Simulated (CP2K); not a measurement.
# TiH4O4 (SMILES O[Ti](O)(O)O): revPBE-D3(BJ)/TZV2P-MOLOPT-PBE-GTH (core potential)

What is the energy change on altering one bond length of TiH4O4 at revPBE-D3(BJ)/TZV2P-MOLOPT-PBE-GTH (core potential)? 

Program for the calculation: CP2K 2026.2.

### 1 Starting point

TiH4O4: 9 atoms, total charge 0, spin state singlet. SMILES: `O[Ti](O)(O)O`. Geometry: relaxed at PBE0-D4/def2-TZVP. This is one conformer, not always the lowest.

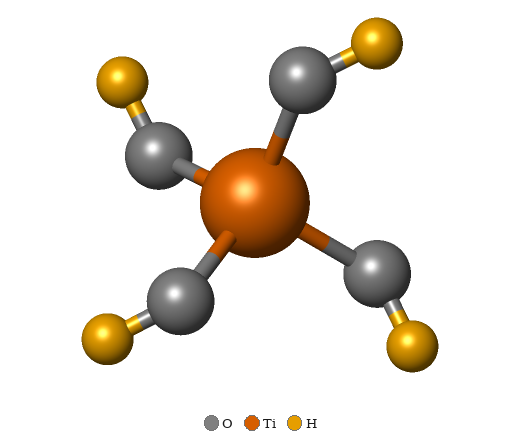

The structure, seen from a chosen angle (oxygen grey, titanium orange, hydrogen amber).

### 2 The energy at revPBE-D3(BJ)/TZV2P-MOLOPT-PBE-GTH (core potential)

mol.inp reads:

```
&GLOBAL
  PROJECT_NAME mol
  RUN_TYPE ENERGY
  PRINT_LEVEL MEDIUM
&END GLOBAL

&FORCE_EVAL
  METHOD Quickstep
  &DFT
    BASIS_SET_FILE_NAME BASIS_MOLOPT_UZH
    POTENTIAL_FILE_NAME POTENTIAL_UZH
    &QS
      METHOD GPW
      EPS_DEFAULT 1.0E-10
    &END QS
    # real-space grids
    &MGRID
      CUTOFF 400
      REL_CUTOFF 50
      NGRIDS 4
    &END MGRID
    &POISSON
      PERIODIC NONE
      POISSON_SOLVER MULTIPOLE
    &END POISSON
    # SCF settings
    &SCF
      SCF_GUESS ATOMIC
      EPS_SCF 1.0E-06
      MAX_SCF 50
      &OT
        MINIMIZER CG
        PRECONDITIONER FULL_SINGLE_INVERSE
      &END OT
      &OUTER_SCF
        EPS_SCF 1.0E-06
        MAX_SCF 10
      &END OUTER_SCF
    &END SCF
    &XC
      &XC_FUNCTIONAL
        &PBE
          PARAMETRIZATION REVPBE
        &END PBE
      &END XC_FUNCTIONAL
      &VDW_POTENTIAL
        POTENTIAL_TYPE PAIR_POTENTIAL
        &PAIR_POTENTIAL
          TYPE DFTD3(BJ)
          PARAMETER_FILE_NAME dftd3.dat
          REFERENCE_FUNCTIONAL revPBE
          R_CUTOFF 15
        &END PAIR_POTENTIAL
      &END VDW_POTENTIAL
    &END XC
    # extra output
    &PRINT
      &MOMENTS
        PERIODIC F
        REFERENCE COM
        MAX_MOMENT 1
      &END MOMENTS
      &MO_CUBES
        NLUMO 3
        NHOMO -1
        WRITE_CUBE F
      &END MO_CUBES
      &HIRSHFELD OFF
      &END HIRSHFELD
    &END PRINT
  &END DFT
  &SUBSYS
    # box in angstrom
    &CELL
      ABC 10.5 10.8 10.8
      PERIODIC NONE
    &END CELL
    &COORD
      O     -0.125250     1.268390    -1.272730
      Ti     0.000070     0.000090    -0.000050
      O      1.651710    -0.715310    -0.066120
      O     -1.235630    -1.279200    -0.283830
      O     -0.290490     0.726280     1.622320
      H     -0.813470     1.413950    -1.922910
      H      2.270980    -0.885970     0.644480
      H     -1.123140    -2.176250    -0.600550
      H     -0.334770     1.648010     1.879390
    &END COORD
    &TOPOLOGY
      &CENTER_COORDINATES
      &END CENTER_COORDINATES
    &END TOPOLOGY
    &KIND O
      BASIS_SET TZV2P-MOLOPT-PBE-GTH-q6
      POTENTIAL GTH-PBE-q6
    &END KIND
    &KIND Ti
      BASIS_SET TZV2P-MOLOPT-PBE-GTH-q12
      POTENTIAL GTH-PBE-q12
    &END KIND
    &KIND H
      BASIS_SET TZV2P-MOLOPT-PBE-GTH-q1
      POTENTIAL GTH-PBE-q1
    &END KIND
  &END SUBSYS
&END FORCE_EVAL
```

Command:

```sh
$ OMP_NUM_THREADS=1 cp2k.psmp mol.inp > mol.out
```

The log of the run:

```text
CP2K| version string:                                       CP2K version 2026.2
[...]
 GLOBAL| Method name                                                        CP2K
[...]
 GLOBAL| Run type                                                         ENERGY
[...]
 DFT| Spin restricted Kohn-Sham (RKS) calculation                            RKS
 DFT| Multiplicity                                                             1
[...]
 DFT| Charge                                                                   0
[...]
 FUNCTIONAL| PBE:
[...]
 QS| Method:                                                                 GPW
[...]
 QS| Density cutoff [a.u.]:                                                200.0
[...]
 QS| Relative density cutoff [a.u.]:                                        25.0
[...]
                             - Atoms:                                          9
[...]
                             - Spherical basis functions:                    214
[...]
 Number of electrons:                                                         40
[...]
     1 OT CG       0.80E-01    2.7     0.11171426      -121.0557740045 -1.21E+02
[...]
    41 OT CG       0.81E-01    3.2     0.00000094      -124.8555569510 -3.31E-10
  *** SCF run converged in    41 steps ***
[...]
  Overlap energy of the core charge distribution:               0.00000013764601
  Self energy of the core charge distribution:               -278.41798072596453
  Core Hamiltonian energy:                                     76.69228554107690
  Hartree energy:                                              99.82835597957157
  Exchange-correlation energy:                                -22.94467984357391
  Dispersion energy:                                           -0.01353803972584
  Total energy:                                              -124.85555695096980
[...]
                     Mulliken Population Analysis
 #  Atom  Element  Kind  Atomic population                           Net charge
       1     O        1          6.441275                             -0.441275
       2     Ti       2         10.811645                              1.188355
       3     O        1          6.441016                             -0.441016
       4     O        1          6.441946                             -0.441946
       5     O        1          6.440904                             -0.440904
       6     H        3          0.856063                              0.143937
       7     H        3          0.855744                              0.144256
       8     H        3          0.855525                              0.144475
       9     H        3          0.855883                              0.144117
 # Total charge                             40.000000                  0.000000
[...]
  Dipole moment [Debye]
    X=  0.9751281E-02 Y= -0.5094675E-02 Z= -0.5670731E-02  Total=      0.0123774
[...]
 HOMO - LUMO gap [eV] :    5.215323
 ENERGY| Total FORCE_EVAL ( QS ) energy [hartree]           -124.855556950969799
[...]
```

Run time: 3.8 min. Hardware: 1 thread of Intel Xeon at 2.70GHz, shared host; peak memory 0.99 GiB.

### 3 The distorted shape, same level

molecule.xyz reads:

```xyz
9

O     -0.187912     1.902563    -1.909093
Ti     0.000070     0.000090    -0.000050
O      1.651710    -0.715310    -0.066120
O     -1.235630    -1.279200    -0.283830
O     -0.290490     0.726280     1.622320
H     -0.876132     2.048123    -2.559273
H      2.270980    -0.885970     0.644480
H     -1.123140    -2.176250    -0.600550
H     -0.334770     1.648010     1.879390
```

job.inp reads:

```
&GLOBAL
  PROJECT_NAME job
  RUN_TYPE ENERGY
  PRINT_LEVEL MEDIUM
&END GLOBAL
&FORCE_EVAL
  METHOD QS
  &DFT
    BASIS_SET_FILE_NAME BASIS_MOLOPT_UZH
    POTENTIAL_FILE_NAME POTENTIAL_UZH
    &QS
      METHOD GPW
      EPS_DEFAULT 1.0E-10
    &END QS
    &MGRID
      CUTOFF 400
      REL_CUTOFF 50
      NGRIDS 4
    &END MGRID
    ! no periodic images
    &POISSON
      PERIODIC NONE
      POISSON_SOLVER MULTIPOLE
    &END POISSON
    &SCF
      SCF_GUESS ATOMIC
      EPS_SCF 1.0E-06
      MAX_SCF 40
      &OT
        MINIMIZER CG
        PRECONDITIONER FULL_ALL
      &END OT
      &OUTER_SCF
        EPS_SCF 1.0E-06
        MAX_SCF 10
      &END OUTER_SCF
    &END SCF
    ! exchange and correlation
    &XC
      &XC_FUNCTIONAL
        &PBE
          PARAMETRIZATION REVPBE
        &END PBE
      &END XC_FUNCTIONAL
      &VDW_POTENTIAL
        POTENTIAL_TYPE PAIR_POTENTIAL
        &PAIR_POTENTIAL
          TYPE DFTD3(BJ)
          PARAMETER_FILE_NAME dftd3.dat
          REFERENCE_FUNCTIONAL revPBE
          R_CUTOFF 15
        &END PAIR_POTENTIAL
      &END VDW_POTENTIAL
    &END XC
    ! extra output
    &PRINT
      &MOMENTS
        PERIODIC F
        REFERENCE COM
        MAX_MOMENT 1
      &END MOMENTS
      &MO_CUBES
        NLUMO 1
        NHOMO -1
        WRITE_CUBE F
      &END MO_CUBES
      &HIRSHFELD OFF
      &END HIRSHFELD
    &END PRINT
  &END DFT
  &SUBSYS
    &CELL
      ABC 10.5 11.2 11.4
      PERIODIC NONE
    &END CELL
    &TOPOLOGY
      COORD_FILE_NAME molecule.xyz
      COORD_FILE_FORMAT XYZ
      &CENTER_COORDINATES
      &END CENTER_COORDINATES
    &END TOPOLOGY
    &KIND O
      BASIS_SET TZV2P-MOLOPT-PBE-GTH-q6
      POTENTIAL GTH-PBE-q6
    &END KIND
    &KIND Ti
      BASIS_SET TZV2P-MOLOPT-PBE-GTH-q12
      POTENTIAL GTH-PBE-q12
    &END KIND
    &KIND H
      BASIS_SET TZV2P-MOLOPT-PBE-GTH-q1
      POTENTIAL GTH-PBE-q1
    &END KIND
  &END SUBSYS
&END FORCE_EVAL
```

Command:

```sh
$ OMP_NUM_THREADS=1 cp2k.psmp -i job.inp -o job.out
```

The log of the run (excerpt; [...] marks lines left out):

```text
CP2K| version string:                                       CP2K version 2026.2
[...]
 GLOBAL| Method name                                                        CP2K
[...]
 GLOBAL| Run type                                                         ENERGY
[...]
 DFT| Spin restricted Kohn-Sham (RKS) calculation                            RKS
 DFT| Multiplicity                                                             1
[...]
 DFT| Charge                                                                   0
[...]
 FUNCTIONAL| PBE:
[...]
 QS| Method:                                                                 GPW
[...]
 QS| Density cutoff [a.u.]:                                                200.0
[...]
 QS| Relative density cutoff [a.u.]:                                        25.0
[...]
                             - Atoms:                                          9
[...]
                             - Spherical basis functions:                    214
[...]
 Number of electrons:                                                         40
[...]
     1 OT CG       0.15E+00    3.2     0.10275749      -120.9816677801 -1.21E+02
[...]
     4 OT CG       0.39E-01    6.5     0.00000033      -124.7642137965 -1.05E-10
  *** SCF run converged in     4 steps ***
[...]
  Overlap energy of the core charge distribution:               0.00000013764484
  Self energy of the core charge distribution:               -278.41798072596453
  Core Hamiltonian energy:                                     76.31561062886331
  Hartree energy:                                             100.15790755133341
  Exchange-correlation energy:                                -22.80751053077357
  Dispersion energy:                                           -0.01224085758420
  Total energy:                                              -124.76421379648072
[...]
                     Mulliken Population Analysis
 #  Atom  Element  Kind  Atomic population                           Net charge
       1     O        1          6.632021                             -0.632021
       2     Ti       2         10.686763                              1.313237
       3     O        1          6.413845                             -0.413845
[...]
  Dipole moment [Debye]
    X=  0.6397003E+00 Y= -0.2804451E+01 Z=  0.2964676E+01  Total=      4.1307946
[...]
 HOMO - LUMO gap [eV] :    1.437313
 ENERGY| Total FORCE_EVAL ( QS ) energy [hartree]           -124.764213796480718
[...]
```

Run time: 7.7 min. Hardware: 1 thread of Intel Xeon at 2.70GHz, shared host; peak memory 1 GiB.

### 4 Results

At revPBE-D3(BJ)/TZV2P-MOLOPT-PBE-GTH (core potential):

```
                                                          quantity          value
                                         first shape: total energy  -124.85556 Eh
                                        first shape: dipole moment         0.01 D
                                          first shape: HOMO energy       -7.23 eV
                                          first shape: LUMO energy       -2.02 eV
                                        first shape: HOMO–LUMO gap        5.22 eV
                                    first shape: dispersion energy  -35.54 kJ/mol
                                     distorted shape: total energy  -124.76421 Eh
                                    distorted shape: dipole moment         4.13 D
                                      distorted shape: HOMO energy       -4.99 eV
                                      distorted shape: LUMO energy       -3.55 eV
                                    distorted shape: HOMO–LUMO gap        1.44 eV
                                distorted shape: dispersion energy  -32.14 kJ/mol
energy change with the O1–Ti2 bond stretched from 1.801 to 2.702 Å       2.486 eV
```

In words: With the O1–Ti2 bond stretched from 1.801 to 2.702 Å the energy rises by 2.49 eV (57 kcal/mol). The first shape isn't relaxed at this level, so the change isn't measured from a minimum. A restricted reference can't describe the breaking bond well at this length.
